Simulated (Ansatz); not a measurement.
**doublet [C3H10N]2+ at 6 levels**

Aim: a comparison of 6 runs (UHF/STO-3G, UHF/3-21G, UB3LYP/6-31G*, UB3LYP/cc-pVDZ, UPBE0/cc-pVDZ, UMP2/cc-pVDZ) of doublet [C3H10N]2+. 

The calculation is run with Ansatz 0.2.0.

## Step 1: The structure to begin with

[C3H10N]2+ has 14 atoms, charge +2, and is taken as a doublet. As SMILES of the parent species, `C[NH+](C)C`. The coordinates come from a PBE0-D4/def2-TZVP relaxation. That shape belongs to the parent species and isn't relaxed for this state.

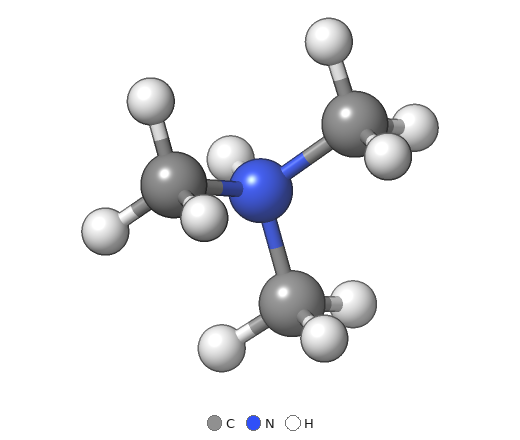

Viewed from a chosen angle; carbon grey, nitrogen blue, hydrogen white.

## Step 2: A single-point energy at UHF/STO-3G (run 1)

Contents of in.yaml:

```yaml
crystal:
  periodic: [false, false, false]
  atoms:
    - {symbol: C, position_ang: [-0.619100, 0.739200, -1.046100]}
    - {symbol: N, position_ang: [-0.323800, -0.159300, 0.103000]}
    - {symbol: C, position_ang: [0.186900, 0.601600, 1.275500]}
    - {symbol: C, position_ang: [0.604700, -1.255900, -0.284400]}
    - {symbol: H, position_ang: [-1.032200, 0.149300, -1.862200]}
    - {symbol: H, position_ang: [-1.334200, 1.496900, -0.730900]}
    - {symbol: H, position_ang: [0.310200, 1.211500, -1.360600]}
    - {symbol: H, position_ang: [-1.205100, -0.592900, 0.383300]}
    - {symbol: H, position_ang: [1.128000, 1.072700, 0.996000]}
    - {symbol: H, position_ang: [0.346100, -0.085900, 2.104200]}
    - {symbol: H, position_ang: [-0.542200, 1.361000, 1.552200]}
    - {symbol: H, position_ang: [0.756000, -1.912800, 0.570300]}
    - {symbol: H, position_ang: [1.552500, -0.813000, -0.586600]}
    - {symbol: H, position_ang: [0.172100, -1.812400, -1.113800]}
basis:
  gaussian: {orbitals: STO-3G}
total_charge: 2
magnetization: {spin_polarized: true, initial_magnetization: 1}
hamiltonian: {xc: hf}
accuracy: high
output: {orbitals: {seedname: orbitals}}
```

Run with:

```console
$ ansatz run in.yaml --threads 1 --pin off --max-ram 2610MiB --events-out events.jsonl --progress --plain --runs-dir runs
```

The log of the run:

```text
Warning: RAYON_NUM_THREADS=1 ignored (pool sized by the plan → 1); use --threads N
Functional definition: HF
  name "HF"
  exchange = exact_x
  correlation = 0
647 factors; integrals over basis functions are off by at most 3.7e-9 eV
mean field evaluation 1: about -4649.7345 eV, gradient 9.6e0 eV
mean field evaluation 2: about -4650.0099 eV, gradient 9.5e0 eV
mean field evaluation 4: about -4650.6614 eV, gradient 8.5e-1 eV
mean field evaluation 8: about -4650.6676 eV, gradient 1.5e-2 eV
mean field evaluation 16: about -4651.2037 eV, gradient 1.5e0 eV
mean field evaluation 32: about -4651.0146 eV, gradient 3.7e0 eV
mean field evaluation 64: about -4651.2117 eV, gradient 1.7e-1 eV
mean field evaluation 96: about -4650.8953 eV, gradient 9.5e-1 eV
mean field evaluation 128: about -4651.0660 eV, gradient 7.5e-1 eV
mean field evaluation 160: about -4651.2297 eV, gradient 3.2e-2 eV
mean field evaluation 192: about -4651.2381 eV, gradient 8.2e-2 eV
mean field evaluation 224: about -4651.1374 eV, gradient 9.9e-1 eV
mean field evaluation 256: about -4651.2783 eV, gradient 9.7e-4 eV
mean field evaluation 288: about -4650.4084 eV, gradient 7.5e-2 eV
mean field evaluation 320: about -4651.2584 eV, gradient 1.2e0 eV
mean field -4651.27908323 eV, -170.9313535584 hartree, gradient 2.2e-8 eV, S^2 0.766068; 7 other end points of the search recorded, 0 dependent functions left out
reference -4651.27908323 eV, -170.9313535584 hartree; 17, 16 occupied and 13, 14 virtual orbitals, 647 factors
Total energy: -4651.27908323 eV, -170.9313535584 hartree
```

Wall time 1.2 s (1 thread of Intel Xeon 6975P-C (Granite Rapids), shared host); peak memory 0.098 GiB.

## Step 3: The energy at UHF/3-21G (run 2)

Contents of input.yaml:

```yaml
crystal:
  periodic: [false, false, false]
  atoms:
    - symbol: C
      position_ang: [-0.619100, 0.739200, -1.046100]
    - symbol: N
      position_ang: [-0.323800, -0.159300, 0.103000]
    - symbol: C
      position_ang: [0.186900, 0.601600, 1.275500]
    - symbol: C
      position_ang: [0.604700, -1.255900, -0.284400]
    - symbol: H
      position_ang: [-1.032200, 0.149300, -1.862200]
    - symbol: H
      position_ang: [-1.334200, 1.496900, -0.730900]
    - symbol: H
      position_ang: [0.310200, 1.211500, -1.360600]
    - symbol: H
      position_ang: [-1.205100, -0.592900, 0.383300]
    - symbol: H
      position_ang: [1.128000, 1.072700, 0.996000]
    - symbol: H
      position_ang: [0.346100, -0.085900, 2.104200]
    - symbol: H
      position_ang: [-0.542200, 1.361000, 1.552200]
    - symbol: H
      position_ang: [0.756000, -1.912800, 0.570300]
    - symbol: H
      position_ang: [1.552500, -0.813000, -0.586600]
    - symbol: H
      position_ang: [0.172100, -1.812400, -1.113800]
basis:
  gaussian: {orbitals: 3-21G.json}
magnetization: {spin_polarized: true, initial_magnetization: 1}
accuracy: high
hamiltonian: {xc: hf}
output: {orbitals: {seedname: orbitals}}
total_charge: 2
```

The basis set 3-21G is read from a file made from the Basis Set Exchange's data (not shown).

Run with:

```console
$ ansatz run input.yaml --threads 1 --pin off --max-ram 2610MiB --events-out events.jsonl --progress --plain --runs-dir runs
```

The log of the run, cut to the lines that bear on the results:

```text
Warning: RAYON_NUM_THREADS=1 ignored (pool sized by the plan → 1); use --threads N
[... 2 set-up lines as earlier in the session ...]
[...]
1423 factors; integrals over basis functions are off by at most 3.3e-9 eV
[...]
mean field -4680.53355609 eV, -172.0064356066 hartree, gradient 4.0e-8 eV, S^2 0.757867; 8 other end points of the search recorded, 0 dependent functions left out
reference -4680.53355609 eV, -172.0064356066 hartree; 17, 16 occupied and 39, 40 virtual orbitals, 1423 factors
Total energy: -4680.53355609 eV, -172.0064356066 hartree
```

Run time: 7.5 s. Hardware: 1 thread of Intel Xeon 6975P-C (Granite Rapids), shared host; peak memory 0.2 GiB.

Run 3 isn't shown in full; the table further down has it.

## Step 4: The energy at UB3LYP/cc-pVDZ (run 4)

Contents of run.yaml:

```yaml
crystal:
  periodic: [false, false, false]
  atoms:
    - symbol: C
      position_ang: [-0.619100, 0.739200, -1.046100]
    - symbol: "N"
      position_ang: [-0.323800, -0.159300, 0.103000]
    - symbol: C
      position_ang: [0.186900, 0.601600, 1.275500]
    - symbol: C
      position_ang: [0.604700, -1.255900, -0.284400]
    - symbol: H
      position_ang: [-1.032200, 0.149300, -1.862200]
    - symbol: H
      position_ang: [-1.334200, 1.496900, -0.730900]
    - symbol: H
      position_ang: [0.310200, 1.211500, -1.360600]
    - symbol: H
      position_ang: [-1.205100, -0.592900, 0.383300]
    - symbol: H
      position_ang: [1.128000, 1.072700, 0.996000]
    - symbol: H
      position_ang: [0.346100, -0.085900, 2.104200]
    - symbol: H
      position_ang: [-0.542200, 1.361000, 1.552200]
    - symbol: H
      position_ang: [0.756000, -1.912800, 0.570300]
    - symbol: H
      position_ang: [1.552500, -0.813000, -0.586600]
    - symbol: H
      position_ang: [0.172100, -1.812400, -1.113800]
basis:
  gaussian:
    orbitals: cc-pVDZ
total_charge: 2
magnetization:
  spin_polarized: true
  initial_magnetization: 1
hamiltonian:
  xc: {name: B3LYP}
accuracy: high
output:
  orbitals: {seedname: orbitals}
```

Run with:

```console
$ ansatz run run.yaml --threads 1 --pin off --max-ram 2610MiB --events-out events.jsonl --progress --plain --runs-dir runs
```

The log of the run, cut to the lines that bear on the results:

```text
Warning: RAYON_NUM_THREADS=1 ignored (pool sized by the plan → 1); use --threads N
Functional definition: B3LYP
  name "B3LYP"
[...]
2689 factors; integrals over basis functions are off by at most 3.5e-9 eV
[...]
mean field -4739.42981110 eV, -174.1708330571 hartree, gradient 2.8e-8 eV, S^2 0.752373; 9 other end points of the search recorded, 0 dependent functions left out
reference -4739.42985036 eV, -174.1708344999 hartree; 17, 16 occupied and 89, 90 virtual orbitals, 2689 factors
Total energy: -4739.42985036 eV, -174.1708344999 hartree
```

Wall time 62 s (1 thread of Intel Xeon 6975P-C (Granite Rapids), shared host); peak memory 0.6 GiB.

Run 5 isn't shown in full; the table further down has it.

## Step 5: A single-point energy at UMP2/cc-pVDZ (run 6)

in.yaml: that of step 2 with these lines changed.

```diff
@@ -1 +1,3 @@
+basis:
+  gaussian: {orbitals: cc-pVDZ}
 crystal:
@@ -4,3 +6,3 @@
     - {symbol: C, position_ang: [-0.619100, 0.739200, -1.046100]}
-    - {symbol: N, position_ang: [-0.323800, -0.159300, 0.103000]}
+    - {symbol: "N", position_ang: [-0.323800, -0.159300, 0.103000]}
     - {symbol: C, position_ang: [0.186900, 0.601600, 1.275500]}
@@ -17,8 +19,5 @@
     - {symbol: H, position_ang: [0.172100, -1.812400, -1.113800]}
-basis:
-  gaussian: {orbitals: STO-3G}
 total_charge: 2
 magnetization: {spin_polarized: true, initial_magnetization: 1}
-hamiltonian: {xc: hf}
+correlation: {method: mp2, frozen_orbitals: {C: 1, H: 0, "N": 1}}
 accuracy: high
-output: {orbitals: {seedname: orbitals}}
```

Run with:

```console
$ ansatz run in.yaml --threads 1 --pin off --max-ram 2610MiB --events-out events.jsonl --progress --plain --runs-dir runs
```

The log of the run, cut to the lines that bear on the results:

```text
Warning: RAYON_NUM_THREADS=1 ignored (pool sized by the plan → 1); use --threads N
[... 2 set-up lines as earlier in the session ...]
[...]
2689 factors; integrals over basis functions are off by at most 3.5e-9 eV
[...]
mean field -4706.91862125 eV, -172.9760688669 hartree, gradient 2.0e-8 eV, S^2 0.760740; 23 other end points of the search recorded, 0 dependent functions left out
4 core orbitals not correlated: weight in the atoms' cores, before any rotation towards them, 1.000 or more for the frozen orbitals, at most 0.000 for the correlated occupied ones
reference -4706.91862125 eV, -172.9760688669 hartree; 13, 12 occupied and 89, 90 virtual orbitals, 2689 factors
second order -15.84781006 eV of doubles, -0.00000000 eV of singles
Total energy: -4722.76643131 eV, -173.5584651446 hartree
```

It took 40 s on 1 thread of Intel Xeon 6975P-C (Granite Rapids), shared host; peak memory 0.49 GiB.

## Step 6: Overview of the runs

```tsv
run	level	Cartesian functions	frozen core orbitals	energy (Eh)	HOMO energy (eV)	LUMO energy (eV)	⟨S²⟩	wall time
1	UHF/STO-3G	no	–	-170.931354	-25.95	-18.15	0.766	1.2 s
2	UHF/3-21G	no	–	-172.006436	-25.52	-17.65	0.758	7.5 s
3	UB3LYP/6-31G* (Cartesian functions)	yes	–	-174.168099	-22.40	-21.06	0.752	47 s
4	UB3LYP/cc-pVDZ	no	–	-174.170834	-22.33	-20.98	0.752	62 s
5	UPBE0/cc-pVDZ	no	–	-173.954680	-22.50	-20.85	0.753	38 s
6	UMP2/cc-pVDZ	no	4	-173.558465	–	–	0.761	40 s
```

## Step 7: Outcome

```
                                          quantity          value
                               run 6: total energy  -173.55847 Eh
run 6: correlation energy (4 core orbitals frozen)     -582.4 mEh
          run 6: ⟨S²⟩ of the reference determinant          0.761
```

**Reading.** Totals of different functionals can't be ranked against each other. In run 1 the basis is minimal, so the values are rough. All runs together took 3.3 min, the longest 62 s.
